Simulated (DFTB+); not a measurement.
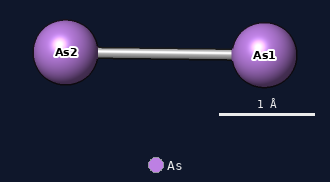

Figure 1. The structure as given in the input (ball-and-stick view, seen at a tilt; atoms are numbered from 1 in the order of the input). Bond lengths as drawn: As–As 2.09 Å.

# Run report: As$_{2}$, energy and gradient calculation

System: As$_{2}$.
Method: GFN1-xTB, R-SCC, dispersion built in, COSMO solvent benzene (DFTB+ 25.1).

The geometry comes from this level: GFN2-xTB.

### Input file (dftb_in.hsd)
```
Geometry = xyzFormat {
  <<< "mol.xyz"
}

Hamiltonian = xTB {
  Method = "GFN1-xTB"
  Solvation = Cosmo {
    Solvent = fromName {
      "benzene"
    }
    RadiiScaling {
      As = 1.1
    }
    AngularGrid = 50
    FreeEnergyShift [kcal/mol] = 0.0
    Solver = DomainDecomposition {
      MaxMoment = 10
      Accuracy = 1e-08
    }
  }
}

Analysis {
  PrintForces = Yes
}

Options {
  WriteResultsTag = Yes
}

InputVersion = 25.1
```

### File mol.xyz
```
2

As     0.000000     0.000000     0.000000
As     0.000000     0.000000     2.093970
```

Machine: 1 thread of AMD EPYC (Zen 3), 24 GiB of memory available, shared host.

Launched with:
```bash
dftb+ > run.log
```

### Output
```
|  DFTB+ development version (commit: a23bfb2)

Reading input file 'dftb_in.hsd'
Parser version: 14

--------------------------------------------------------------------------------

Processed input in HSD format written to 'dftb_pin.hsd'

Starting initialization...
--------------------------------------------------------------------------------
OpenMP threads:              1
Chosen random seed:          197339838
Current stacksize:           unlimited
Mode:                        Static calculation
Self consistent charges:     Yes
SCC-tolerance:                 0.100000E-04
Max. scc iterations:                    100
Shell resolved Hubbard:      Yes
Spin polarisation:           No
Nr. of up electrons:             5.000000
Nr. of down electrons:           5.000000
Periodic boundaries:         No
Electronic solver:           Relatively robust
Mixer:                       Broyden mixer
Mixing parameter:                  0.200000
Nr. of chrg. vec. in memory:            100
Max. SCC-cycles:                        100
tblite library version:      0.3.0
-> parametrization:          GFN1-xTB
-> repulsion:                Yes
-> dispersion:               Yes
-> halogen bonding:          Yes
-> electrostatics:           Yes
   -> isotropic:             Yes
   -> anisotropic:           No
   -> third-order:           Yes
Electronic temperature:              0.950045E-03 H      0.258520E-01 eV
Initial charges:             Set automatically (system chrg:   0.000E+00)
Included shells:            As:  s, p, d
Solvation:                   conductor like screening model
Dielectric constant:           7.000000E+00
Free energy shift:             0.000000E+00 H      0.000000E+00 eV
Grid points:                   1.000000E+02 total            50 per atom
Solver:                      domain decomposition
SASA model:                  No
Solvated fields rescaled:    Yes
Extra options:
                             Mulliken analysis
                             Force calculation
Force type                   original

--------------------------------------------------------------------------------

***  Geometry step: 0

 iSCC Total electronic   Diff electronic      SCC error
    1   -0.47012570E+01    0.00000000E+00    0.11734593E+00
    2   -0.47012571E+01   -0.47012570E+01    0.93834497E-01
    3   -0.47012572E+01   -0.55467227E-07    0.20983886E-03
    4   -0.47012572E+01   -0.98093810E-07    0.16686477E-03
    5   -0.47012572E+01   -0.44408921E-14    0.94007677E-10

Total Energy:                       -4.6817536417 H         -127.3970 eV
Extrapolated to 0K:                 -4.6817536417 H         -127.3970 eV
Total Mermin free energy:           -4.6817536417 H         -127.3970 eV
Force related energy:               -4.6817536417 H         -127.3970 eV

Cavity information written to dftbp.cosmo

--------------------------------------------------------------------------------
--------------------------------------------------------------------------------
--------------------------------------------------------------------------------
Missing                                +       0.01 (100.0%)       0.01 (100.0%)
Total                                  =       0.01 (100.0%)       0.01 (100.0%)
--------------------------------------------------------------------------------
```

### File detailed.out
```
Fermi distribution function

Calculation with static geometry

********************************************************************************
 iSCC Total electronic   Diff electronic      SCC error
    5   -0.47012572E+01   -0.44408921E-14    0.94007677E-10
********************************************************************************

 Total charge:    -0.00000000

 Atomic gross charges (e)
 Atom           Charge
    1       0.00000000
    2      -0.00000000

Nr. of electrons (up):     10.00000000
Atom populations (up)
 Atom       Population
    1       5.00000000
    2       5.00000000

l-shell populations (up)
 Atom Sh.   l       Population
    1   1   0       1.88286454
    1   2   1       3.01085216
    1   3   2       0.10628330
    2   1   0       1.88286454
    2   2   1       3.01085216
    2   3   2       0.10628330

Orbital populations (up)
 Atom Sh.   l   m       Population  Label
    1   1   0   0       1.88286454  s
    1   2   1  -1       0.96797875  p_y
    1   2   1   0       1.07489466  p_z
    1   2   1   1       0.96797875  p_x
    1   3   2  -2       0.04224080  d_xy
    1   3   2  -1       0.03202125  d_yz
    1   3   2   0       0.03202125  d_z2
    1   3   2   1       0.00000000  d_xz
    1   3   2   2       0.00000000  d_x2-y2
    2   1   0   0       1.88286454  s
    2   2   1  -1       0.96797875  p_y
    2   2   1   0       1.07489466  p_z
    2   2   1   1       0.96797875  p_x
    2   3   2  -2       0.04224080  d_xy
    2   3   2  -1       0.03202125  d_yz
    2   3   2   0       0.03202125  d_z2
    2   3   2   1       0.00000000  d_xz
    2   3   2   2       0.00000000  d_x2-y2

Fermi level:                        -0.3118758236 H           -8.4866 eV
Band energy:                        -4.7442846232 H         -129.0986 eV
TS:                                  0.0000000000 H            0.0000 eV
Band free energy (E-TS):            -4.7442846232 H         -129.0986 eV
Extrapolated E(0K):                 -4.7442846232 H         -129.0986 eV
Input / Output electrons (q):     10.0000000000     10.0000000000

Energy H0:                          -4.7013031161 H         -127.9290 eV
Energy SCC:                          0.0000459202 H            0.0012 eV
Solvation energy:                   -0.0000000000 H           -0.0000 eV
Total Electronic energy:            -4.7012571960 H         -127.9277 eV
Repulsive energy:                    0.0200003280 H            0.5442 eV
Halogen correction energy:           0.0000000000 H            0.0000 eV
Total energy:                       -4.6817536417 H         -127.3970 eV
Extrapolated to 0:                  -4.6817536417 H         -127.3970 eV
Total Mermin free energy:           -4.6817536417 H         -127.3970 eV
Force related energy:               -4.6817536417 H         -127.3970 eV

Non-constrained calculation

SCC converged

Total Forces
    1     -0.000000000000      0.000000000000      0.004796977825
    2      0.000000000000     -0.000000000000     -0.004796977825

Maximal derivative component:        0.479698E-02 au

Dipole moment:   -0.00000000   -0.00000000   -0.00000000 au
Dipole moment:   -0.00000000   -0.00000000   -0.00000000 Debye
```

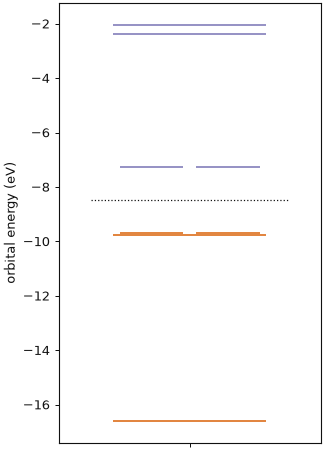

Figure 2. Orbital energies near the frontier; the dotted line parts filled from empty levels, and levels within 0.02 eV of each other stand side by side. Highest filled −9.69 eV, lowest empty −7.28 eV, 2.41 eV apart.

### Key numbers

| quantity | value |
| --- | --- |
| outcome | converged |
| Mermin free energy | −4.681754 hartree |
| solvation energy | 0.000000 hartree |
| basis functions | 18 |
| largest force | 0.247 eV/Å |
| HOMO | −9.69 eV |
| LUMO | −7.28 eV |
| dipole moment | 0.00 D |
| peak memory | 0.071 GiB |

### Notes

Settings chosen away from the usual ones: angular_grid.
